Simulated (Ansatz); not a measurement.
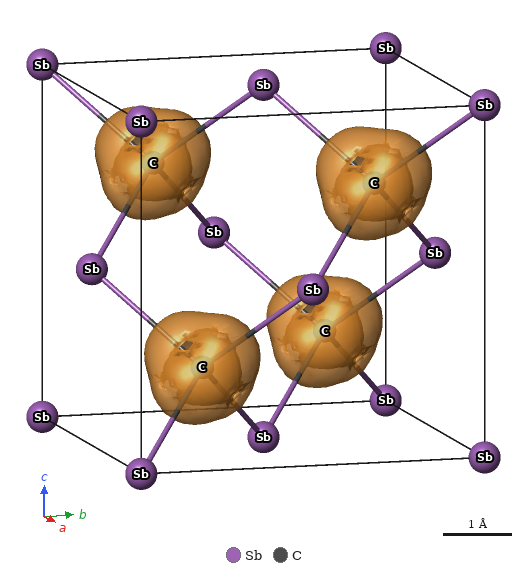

Figure 1: SbC. Isosurface of the ELF at 0.75 (orange), seen slightly off an axis. Only the valence region is drawn (cores and ρ < 0.01 e/Å³ removed). Sticks mark near contacts.

Space group F-43m; started from the zinc blende_216 prototype, which need not be the ambient phase; computed without spin polarisation.

The calculation used DFT PBE, scalar-relativistic, plane waves, PAW in Ansatz.

Core electrons are frozen (PAW), and the valence fields are smoothed inside the atomic spheres.

### Identify the bonds, lone pairs and shells in this picture.

At this value the surface marks out four regions wrapped around C (the valence shell of each), counted in one cell of 8 atoms. Any copies at cell faces, edges or corners count once. Profiles from the grid: Sb–C (2.29 Å): the ELF peaks at about 0.85 in the valence shell of C, 0.7 Å from its nucleus, and is about 0.50 at the midpoint.
